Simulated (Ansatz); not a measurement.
Geometry relaxation of C₃H₉Ga

The run: geometry relaxation of C₃H₉Ga. Method and program: RKS PBE0-D4/def2-TZVP (Ansatz 0.2.0).

The geometry: PBE-D4/def2-SVP start. Figures and captions count atoms from 1; the log counts them from 0 in places.

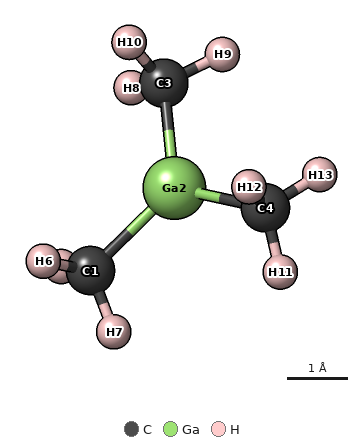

Figure 1. The structure as given in the input (ball-and-stick view, seen at a tilt; atoms are numbered from 1 in the order of the input). Sticks mark near contacts.

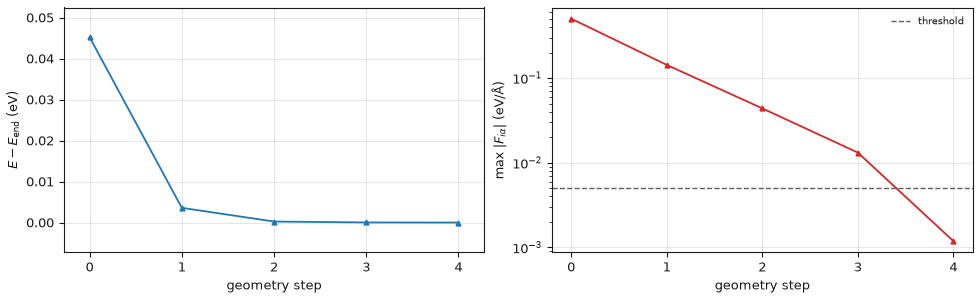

Figure 2. Progress of the relaxation, step by step (the first geometry is step 0 here and step 1 in the log).

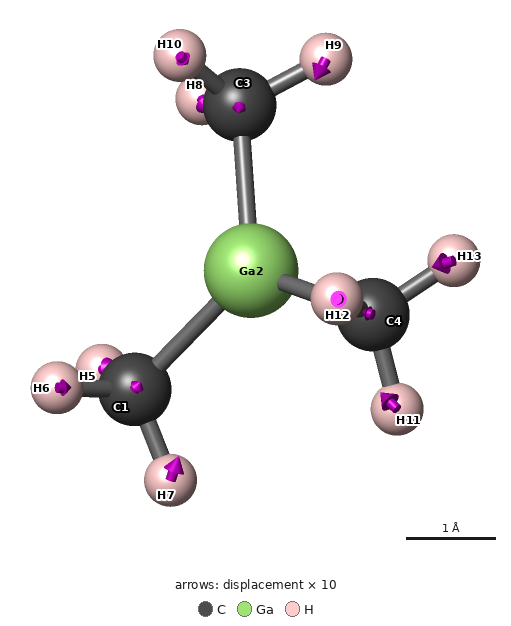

Figure 3. The starting structure with the displacements as pink arrows, magnified 10 times (ball-and-stick view, seen at a tilt). The two geometries are laid on each other by the best rigid fit. The energy falls by 0.045 eV in 4 geometry steps. Largest force component: 0.5 eV/Å at the start, 0.0012 eV/Å at the end. The largest moves after the best rigid fit, 0.030 Å, are those of H7, H11 and H13. Largest moves by element: H 0.030 Å, C 0.014 Å, Ga 0.008 Å. Distances before and after: C1–H6 1.113 → 1.095 Å, C1–H5 1.108 → 1.092 Å, C1–Ga2 1.989 → 1.976 Å. (Atoms are counted from 1 in the order of the input.)

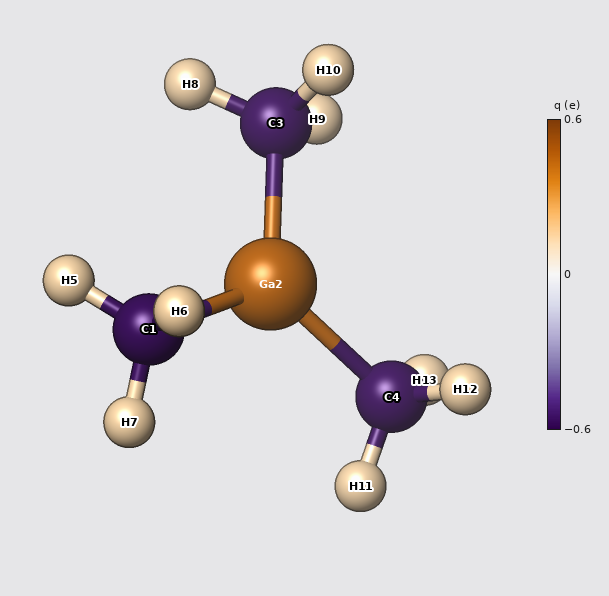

Figure 4. Mulliken charges, as the colour of each atom (ball-and-stick view, seen at a tilt; atoms are numbered from 1 in the order of the input). By element: C −0.57, Ga +0.46 and H +0.14 e.

The input and output of the run follow.

Input file
```yaml
crystal:
  periodic: [false, false, false]
  atoms:
    - {symbol: C, position_ang: [-0.387339, 1.673381, -0.997272]}
    - {symbol: Ga, position_ang: [0.038874, -0.015924, -0.038468]}
    - {symbol: C, position_ang: [1.393310, -0.012352, 1.417797]}
    - {symbol: C, position_ang: [-0.958934, -1.683437, -0.460231]}
    - {symbol: H, position_ang: [0.481680, 2.359737, -1.046977]}
    - {symbol: H, position_ang: [-1.192295, 2.206037, -0.443612]}
    - {symbol: H, position_ang: [-0.763012, 1.492869, -2.024361]}
    - {symbol: H, position_ang: [2.180152, 0.752123, 1.258777]}
    - {symbol: H, position_ang: [1.874095, -1.002392, 1.549660]}
    - {symbol: H, position_ang: [0.886943, 0.235591, 2.377104]}
    - {symbol: H, position_ang: [-1.320365, -1.706845, -1.507725]}
    - {symbol: H, position_ang: [-1.855420, -1.739564, 0.196518]}
    - {symbol: H, position_ang: [-0.357190, -2.594023, -0.266311]}
basis:
  gaussian: {orbitals: def2-TZVP}
hamiltonian: {xc: pbe0, dispersion: d4}
relax: {f_tol: 0.005, max_steps: 150}
```

Launched with:
```bash
ansatz run in.yaml --threads 4 --pin off --events-out ev --progress --plain --max-ram 10444MiB
```

Output
```
Functional definition: PBE0
  name "PBE0"
  cite "Adamo & Barone, J. Chem. Phys. 110, 6158 (1999) doi:10.1063/1.478522"
  cite "Perdew, Burke & Ernzerhof, Phys. Rev. Lett. 77, 3865 (1996) doi:10.1103/PhysRevLett.77.3865"
  parent pbe
  parameter a = 0.25
  parameter kappa = 0.804
  parameter beta = 0.06672455060314922
  exchange = (1 - a)*pbe_x(kappa = kappa, mu = beta*pi^2/3) + a*exact_x
  correlation = pbe_c(beta = beta)
1349 factors; their error is unknown
mean field evaluation 1: about -55611.0421 eV, gradient 8.4e1 eV
mean field evaluation 2: about -55605.9497 eV, gradient 9.4e1 eV
mean field evaluation 4: about -55626.1725 eV, gradient 3.9e0 eV
mean field evaluation 8: about -55626.1922 eV, gradient 8.5e-2 eV
mean field evaluation 16: about -55626.3648 eV, gradient 1.2e-5 eV
mean field -55626.36482723 eV, -2044.2312024964 hartree, gradient 1.2e-5 eV, S^2 0.000000; 0 other end points of the search recorded, 0 dependent functions left out
the calculation of the forces begins
reference -55626.36486224 eV, -2044.2312037831 hartree; 29, 29 occupied and 166, 166 virtual orbitals, 1349 factors
relax step   1: F+E_penalty+E_count = -55626.55353211 eV  Δ(F+E_penalty+E_count) = +0.000e0 eV  max|allowed force component| = 5.033e-1 eV/Å  Δτ_max = 0.0000 Å  (27 SCF iters, accepted)
these checks for a lower state are left out or cut short: starts, cluster_reference, orbital_swaps, neighbouring_geometries, increment
1349 factors; their error is unknown
mean field -55626.40569360 eV, -2044.2327043077 hartree, gradient 8.3e-6 eV, S^2 0.000000; 0 other end points of the search recorded, 0 dependent functions left out
the calculation of the forces begins
reference -55626.40572830 eV, -2044.2327055829 hartree; 29, 29 occupied and 166, 166 virtual orbitals, 1349 factors
relax step   2: F+E_penalty+E_count = -55626.59516856 eV  Δ(F+E_penalty+E_count) = -4.164e-2 eV  max|allowed force component| = 1.432e-1 eV/Å  Δτ_max = 0.0207 Å  (30 SCF iters, accepted)
these checks for a lower state are left out or cut short: starts, cluster_reference, orbital_swaps, neighbouring_geometries, increment
1349 factors; their error is unknown
mean field -55626.40882179 eV, -2044.2328192665 hartree, gradient 7.8e-6 eV, S^2 0.000000; 0 other end points of the search recorded, 0 dependent functions left out
the calculation of the forces begins
reference -55626.40885636 eV, -2044.2328205370 hartree; 29, 29 occupied and 166, 166 virtual orbitals, 1349 factors
relax step   3: F+E_penalty+E_count = -55626.59851396 eV  Δ(F+E_penalty+E_count) = -3.345e-3 eV  max|allowed force component| = 4.392e-2 eV/Å  Δτ_max = 0.0143 Å  (30 SCF iters, accepted)
these checks for a lower state are left out or cut short: starts, cluster_reference, orbital_swaps, neighbouring_geometries, increment
1349 factors; their error is unknown
mean field evaluation 32: about -55626.2376 eV, gradient 7.3e-1 eV
mean field -55626.40895772 eV, -2044.2328242620 hartree, gradient 7.7e-6 eV, S^2 0.000000; 0 other end points of the search recorded, 0 dependent functions left out
the calculation of the forces begins
reference -55626.40899229 eV, -2044.2328255325 hartree; 29, 29 occupied and 166, 166 virtual orbitals, 1349 factors
relax step   4: F+E_penalty+E_count = -55626.59873563 eV  Δ(F+E_penalty+E_count) = -2.217e-4 eV  max|allowed force component| = 1.320e-2 eV/Å  Δτ_max = 0.0068 Å  (31 SCF iters, accepted)
these checks for a lower state are left out or cut short: starts, cluster_reference, orbital_swaps, neighbouring_geometries, increment
1349 factors; their error is unknown
mean field -55626.40895788 eV, -2044.2328242680 hartree, gradient 7.7e-6 eV, S^2 0.000000; 0 other end points of the search recorded, 0 dependent functions left out
the calculation of the forces begins
reference -55626.40899246 eV, -2044.2328255385 hartree; 29, 29 occupied and 166, 166 virtual orbitals, 1349 factors
relax step   5: F+E_penalty+E_count = -55626.59876249 eV  Δ(F+E_penalty+E_count) = -2.687e-5 eV  max|allowed force component| = 1.190e-3 eV/Å  Δτ_max = 0.0015 Å  (30 SCF iters, accepted)
1349 factors; their error is unknown
mean field -55626.40895788 eV, -2044.2328242680 hartree, gradient 2.1e-5 eV, S^2 0.000000; 1 other end points of the search recorded, 0 dependent functions left out
the calculation of the forces begins
reference -55626.40899246 eV, -2044.2328255385 hartree; 29, 29 occupied and 166, 166 virtual orbitals, 1349 factors
Total energy: -55626.59879706 eV, -2044.2398007292 hartree
Atom 0 at    -0.387838     1.662778    -0.989224 Å, force     0.000274     0.000341    -0.000413 eV/Å
Atom 1 at     0.034464    -0.013665    -0.032241 Å, force     0.000316    -0.000023    -0.000219 eV/Å
Atom 2 at     1.382847    -0.011722     1.412330 Å, force     0.000542    -0.000145     0.000135 eV/Å
Atom 3 at    -0.955122    -1.670840    -0.455413 Å, force    -0.000008    -0.000414    -0.000382 eV/Å
Atom 4 at     0.472417     2.333400    -1.039998 Å, force     0.000103    -0.000327    -0.000281 eV/Å
Atom 5 at    -1.180713     2.194457    -0.451841 Å, force    -0.000779    -0.000166     0.001099 eV/Å
Atom 6 at    -0.752705     1.476914    -2.001428 Å, force     0.000495    -0.000248    -0.000029 eV/Å
Atom 7 at     2.158962     0.738457     1.247291 Å, force     0.000028    -0.000333    -0.000411 eV/Å
Atom 8 at     1.854628    -0.988770     1.534959 Å, force     0.000026     0.000154    -0.000488 eV/Å
Atom 9 at     0.893665     0.232950     2.361514 Å, force    -0.001190     0.000369     0.000412 eV/Å
Atom 10 at    -1.305530    -1.687969    -1.489356 Å, force     0.000469     0.000034    -0.000071 eV/Å
Atom 11 at    -1.839425    -1.736669     0.187848 Å, force    -0.000541     0.000648     0.001077 eV/Å
Atom 12 at    -0.355150    -2.564119    -0.269543 Å, force     0.000264     0.000109    -0.000429 eV/Å
Dipole moment:    -0.006329     0.002074     0.006217 e Å
```

Trajectory as extended XYZ (Å, eV, eV/Å), 5 frames, from step=1 to step=5
```
13
Properties=species:S:1:pos:R:3:forces:R:3 step=1 energy=-55626.55353
C    -0.3873    1.6734   -0.9973   -0.1233   0.3210  -0.1333
Ga    0.0389   -0.0159   -0.0385    0.0257  -0.0048  -0.0172
C     1.3933   -0.0124    1.4178    0.2035   0.0159   0.3066
C    -0.9589   -1.6834   -0.4602   -0.2268  -0.2906  -0.0336
H     0.4817    2.3597   -1.0470   -0.4169  -0.3359   0.0209
H    -1.1923    2.2060   -0.4436    0.3862  -0.2450  -0.2761
H    -0.7630    1.4929   -2.0244    0.1861   0.0859   0.4952
H     2.1802    0.7521    1.2588   -0.3784  -0.3737   0.0728
H     1.8741   -1.0024    1.5497   -0.2303   0.4806  -0.0681
H     0.8869    0.2356    2.3771    0.2558  -0.1207  -0.4521
H    -1.3204   -1.7068   -1.5077    0.1799   0.0113   0.5033
H    -1.8554   -1.7396    0.1965    0.4255   0.0136  -0.3206
H    -0.3572   -2.5940   -0.2663   -0.2869   0.4425  -0.0977
13
Properties=species:S:1:pos:R:3:forces:R:3 step=2 energy=-55626.59517
C    -0.3876    1.6654   -0.9914   -0.0376   0.1088  -0.0478
Ga    0.0393   -0.0156   -0.0378   -0.0192   0.0074   0.0200
C     1.3856   -0.0119    1.4133    0.0719   0.0047   0.1009
C    -0.9560   -1.6742   -0.4568   -0.0737  -0.1008  -0.0139
H     0.4740    2.3415   -1.0424   -0.1115  -0.0940   0.0071
H    -1.1835    2.1979   -0.4490    0.1158  -0.0846  -0.0724
H    -0.7566    1.4841   -2.0077    0.0521   0.0178   0.1360
H     2.1649    0.7424    1.2525   -0.1052  -0.1010   0.0156
H     1.8613   -0.9914    1.5403   -0.0652   0.1292  -0.0229
H     0.8915    0.2330    2.3657    0.0634  -0.0350  -0.1432
H    -1.3101   -1.6958   -1.4941    0.0520   0.0077   0.1365
H    -1.8445   -1.7369    0.1897    0.1321   0.0173  -0.0899
H    -0.3578   -2.5734   -0.2676   -0.0751   0.1226  -0.0259
13
Properties=species:S:1:pos:R:3:forces:R:3 step=3 energy=-55626.59851
C    -0.3886    1.6647   -0.9897    0.0077  -0.0425   0.0276
Ga    0.0297   -0.0122   -0.0277    0.0264  -0.0089  -0.0262
C     1.3840   -0.0115    1.4140   -0.0398   0.0006  -0.0377
C    -0.9565   -1.6726   -0.4554    0.0224   0.0439   0.0138
H     0.4739    2.3321   -1.0403    0.0008   0.0067   0.0008
H    -1.1808    2.1970   -0.4529   -0.0075   0.0147  -0.0035
H    -0.7519    1.4760   -2.0017   -0.0051   0.0026  -0.0041
H     2.1587    0.7389    1.2456    0.0043   0.0051   0.0047
H     1.8553   -0.9890    1.5325    0.0026  -0.0045   0.0065
H     0.8953    0.2323    2.3632    0.0070   0.0018   0.0179
H    -1.3034   -1.6881   -1.4903   -0.0059  -0.0019  -0.0032
H    -1.8413   -1.7387    0.1866   -0.0118  -0.0117   0.0008
H    -0.3540   -2.5638   -0.2689   -0.0011  -0.0057   0.0026
13
Properties=species:S:1:pos:R:3:forces:R:3 step=4 energy=-55626.59874
C    -0.3883    1.6634   -0.9891    0.0061  -0.0120   0.0032
Ga    0.0344   -0.0137   -0.0323   -0.0093   0.0031   0.0093
C     1.3829   -0.0116    1.4130   -0.0065  -0.0011  -0.0132
C    -0.9557   -1.6713   -0.4552    0.0096   0.0099  -0.0005
H     0.4730    2.3326   -1.0399   -0.0017   0.0033  -0.0020
H    -1.1809    2.1957   -0.4521    0.0009  -0.0015   0.0002
H    -0.7526    1.4763   -2.0013   -0.0008   0.0036  -0.0013
H     2.1584    0.7389    1.2466    0.0026  -0.0004   0.0035
H     1.8547   -0.9888    1.5338    0.0026   0.0006   0.0033
H     0.8943    0.2325    2.3625   -0.0002  -0.0001  -0.0014
H    -1.3045   -1.6878   -1.4896   -0.0020  -0.0034  -0.0001
H    -1.8406   -1.7374    0.1873    0.0014   0.0010  -0.0001
H    -0.3547   -2.5637   -0.2688   -0.0027  -0.0030  -0.0010
13
Properties=species:S:1:pos:R:3:forces:R:3 step=5 energy=-55626.59876
C    -0.3878    1.6628   -0.9892    0.0003   0.0003  -0.0004
Ga    0.0345   -0.0137   -0.0322    0.0003   0.0000  -0.0002
C     1.3828   -0.0117    1.4123    0.0005  -0.0001   0.0001
C    -0.9551   -1.6708   -0.4554    0.0000  -0.0004  -0.0004
H     0.4724    2.3334   -1.0400    0.0001  -0.0003  -0.0003
H    -1.1807    2.1945   -0.4518   -0.0008  -0.0002   0.0011
H    -0.7527    1.4769   -2.0014    0.0005  -0.0002   0.0000
H     2.1590    0.7385    1.2473    0.0000  -0.0003  -0.0004
H     1.8546   -0.9888    1.5350    0.0000   0.0002  -0.0005
H     0.8937    0.2329    2.3615   -0.0012   0.0004   0.0004
H    -1.3055   -1.6880   -1.4894    0.0005   0.0000  -0.0001
H    -1.8394   -1.7367    0.1878   -0.0005   0.0006   0.0011
H    -0.3552   -2.5641   -0.2695    0.0003   0.0001  -0.0004
```

Key numbers

```tsv
quantity	value
outcome	converged
total energy	−55626.5988 eV
mean-field energy	−55626.4090 eV
dispersion energy	−0.1898 eV
SCF solution under orbital rotations	stable
largest force (length of the vector) at the end	0.001 eV/Å
dipole moment	0.04 D
hardware	4 threads of Arm Neoverse V2, 23 GiB of memory available, shared host
wall time	18 s (CPU time 67 s)
peak memory	0.51 GiB
```
